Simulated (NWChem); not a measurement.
# One shape, several levels: H3O+ (oxonium)

We compute a comparison of 4 runs (HF/STO-3G, HF/3-21G, B3LYP/6-31G*) of H3O+ (oxonium). 

Program for the calculation: NWChem 7.3.0.

### Step 1. The system as given

H3O+: 4 atoms, total charge +1, spin state singlet. SMILES: `[OH3+]`. One bond was lengthened or shortened from a relaxed shape.

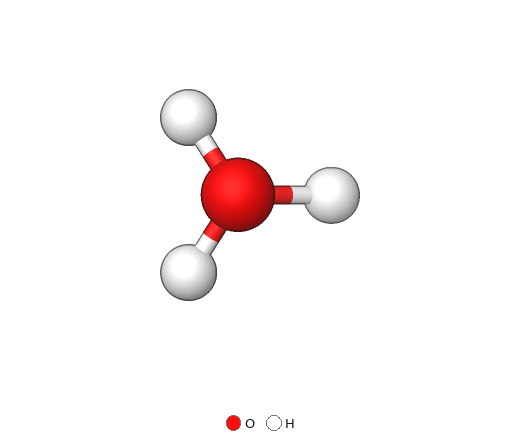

Viewed from a chosen angle; oxygen red, hydrogen white.

### Step 2. The energy at HF/STO-3G (run 1)

run.nw reads:

```
start run
title "H3O energy"
memory total 2200 mb
charge 1

geometry units atomic noautosym nocenter noautoz
  O   0.51131643 -0.01884624  0.10281433
  H   0.58140637  1.82390129  0.23112673
  H  -0.77269012 -0.69596723 -1.45013803
  H   0.18229621 -0.84418412  1.72378360
end

basis spherical bse
  * library STO-3G
end

scf
  thresh 1e-08
  maxiter 80
end

task scf energy
```

The run is started by

```bash
nwchem run.nw > run.out
```

Log:

```text
[...]
  functions       =     8
[...]
  wavefunction    = RHF
[...]
         Total SCF energy =    -75.314069652958
      One-electron energy =   -126.115046222061
      Two-electron energy =     37.454924179329
 Nuclear repulsion energy =     13.346052389775
        Time for solution =      0.0s
[...]
```

It took 0.68 s on 1 thread of Intel Xeon 6975P-C (Granite Rapids), shared host; peak memory 0.097 GiB.

### Step 3. A single-point energy at HF/3-21G (run 2)

h3o.xyz reads:

```xyz
4
H3O
O      0.270577    -0.009973     0.054407
H      0.307667     0.965167     0.122307
H     -0.408890    -0.368290    -0.767380
H      0.096467    -0.446723     0.912187
```

run.py reads:

```python
from ase.io import read
from ase.calculators.nwchem import NWChem

molecule = read('h3o.xyz')

calc = NWChem(
    label='h3o',
    theory='scf',
    memory='2200 mb',
    basis='3-21G',
    basispar='spherical bse',
    charge=1,
    scf={'nopen': '0', 'rhf': None, 'thresh': '1e-08', 'maxiter': '80'},
    task='energy',
)
molecule.calc = calc

print("Total energy (eV):", round(molecule.get_potential_energy(), 6))
print("dipole (e A):", molecule.get_dipole_moment().round(4))
```

The run is started by

```bash
export ASE_NWCHEM_COMMAND="nwchem PREFIX.nwi > PREFIX.nwo"
python run.py
```

Log:

```text
Total energy (eV): -2064.600962
dipole (e A): [-0.2239  0.0935  0.1074]
```

The calculator wrote h3o.nwi:

```
title "h3o"

permanent_dir h3o

scratch_dir h3o

start h3o

geometry units angstrom nocenter noautosym noautoz
  O  2.7057700000000001e-01 -9.9729999999999992e-03 5.4406999999999997e-02
  H  3.0766700000000002e-01 9.6516700000000000e-01 1.2230700000000000e-01
  H  -4.0888999999999998e-01 -3.6829000000000001e-01 -7.6737999999999995e-01
  H  9.6466999999999997e-02 -4.4672299999999998e-01 9.1218699999999997e-01
end

charge 1

memory 2200 mb

basis spherical bse noprint
   * library 3-21G
end

scf
  nopen 0
  rhf
  thresh 1e-08
  maxiter 80
end

task scf energy
```

h3o.nwo:

```text
Northwest Computational Chemistry Package (NWChem) 7.3.0
             --------------------------------------------------------

           Job information
           ---------------

    nwchem branch   = 7.3.0
    use scalapack   = T
    input           = h3o.nwi
    prefix          = h3o.
    data base       = h3o/h3o.db
    status          = startup
    nproc           =        1

           Memory information
           ------------------

[... 5 lines left out ...]
    hardfail = no
[... 117 lines left out ...]
         Quadratically convergent ROHF
[... 15 lines left out ...]
       Final RHF  results
[... 4 lines left out ...]
      Two-electron energy =     37.664020278731
[... 24 lines left out ...]
                       ROHF Final Molecular Orbital Analysis
[... 135 lines left out ...]
       Multipole analysis of the density wrt the origin
       ------------------------------------------------

     L   x y z        total         open         nuclear
     -   - - -        -----         ----         -------
     0   0 0 0      1.000000      0.000000     11.000000

     1   1 0 0     -0.423141      0.000000      4.081544
[... 8 lines of this table left out ...]
     2   0 0 2     -1.629750      0.000000      5.212315

 Task  times  cpu:        0.0s     wall:        0.0s
 Total times  cpu:        0.1s     wall:        0.1s
```

It took 1 s on 1 thread of Intel Xeon 6975P-C (Granite Rapids), shared host; peak memory 0.096 GiB.

Run 3 isn't shown in full; the table further down has it.

### Step 4. The energy at B3LYP/6-31G(d) (Cartesian functions) (run 4)

calc.nw reads:

```
start calc
memory total 2200 mb
charge 1

geometry units bohr noautosym nocenter noautoz
O    0.51131643  -0.01884624   0.10281433
H    0.58140637   1.82390129   0.23112673
H   -0.77269012  -0.69596723  -1.45013803
H    0.18229621  -0.84418412   1.72378360
end

basis "ao basis"
O library 6-31G*
H library 6-31G*
end

dft
xc b3lyp
grid xfine
convergence energy 1e-08
iterations 100
mulliken
end

task dft energy
```

The run is started by

```bash
nwchem calc.nw > calc.out
```

Log:

```text
[...]
          Wavefunction type:  closed shell.
          No. of atoms     :     4
          No. of electrons :    10
[...]
          Charge           :     1
          Spin multiplicity:     1
[...]
          AO basis - number of functions:    21
[...]
              XC Information
              --------------
                         B3LYP Method XC Potential
                     Hartree-Fock (Exact) Exchange  0.200
                        Slater Exchange Functional  0.800 local
                    Becke 1988 Exchange Functional  0.720 non-local
              Lee-Yang-Parr Correlation Functional  0.810
                  VWN I RPA Correlation Functional  0.190 local
[...]
 d= 0,ls=0.0,diis     1    -76.3650010105 -8.97D+01  7.84D-02  3.70D+00     0.4
[...]
 d= 0,ls=0.0,diis     7    -76.6773509059 -2.76D-09  8.61D-07  9.04D-10     1.6
         Total DFT energy =      -76.677350905882
      One electron energy =     -127.479831202944
           Coulomb energy =       46.807039442981
    Exchange-Corr. energy =       -9.350611535693
 Nuclear repulsion energy =       13.346052389775
[...]
      Total Density - Mulliken Population Analysis
     ---------------------------------------------
    Atom       Charge   Shell Charges
 -----------   ------   -------------------------------------------------------
    1 O    8     8.66   1.99  0.90  2.99  0.87  1.83  0.07
    2 H    1     0.46   0.42  0.04
    3 H    1     0.43   0.35  0.08
    4 H    1     0.46   0.42  0.04
[...]
```

It took 2.2 s on 1 thread of Intel Xeon 6975P-C (Granite Rapids), shared host; peak memory 0.12 GiB.

### Step 5. Overview of the runs

```
run                               level  iteration cap  module  energy (Eh)  HOMO energy (eV)  LUMO energy (eV)  HOMO–LUMO gap (eV)  wall time
  1                           HF/STO-3G             80     scf   -75.314070            -24.24              0.93               25.17     0.68 s
  2                            HF/3-21G             80     scf   -75.872687            -25.20             -3.14               22.05        1 s
  3  B3LYP/6-31G* (spherical functions)            100     dft   -76.675771            -19.77             -8.00               11.77      1.9 s
  4  B3LYP/6-31G* (Cartesian functions)            100     dft   -76.677351            -19.76             -8.02               11.74      2.2 s
```

### Step 6. Results

| quantity | value |
| --- | --- |
| run 4: total energy | -76.67735 Eh |
| run 4: HOMO energy | -19.76 eV |
| run 4: LUMO energy | -8.02 eV |
| run 4: HOMO–LUMO gap | 11.74 eV |

What this shows: The HOMO–LUMO gap runs from 11.74 eV (B3LYP/6-31G*) to 25.17 eV (HF/STO-3G). The two ends differ in method and basis. In run 1 the basis is minimal, so the values are rough. All runs together took 5.8 s, the longest 2.2 s.
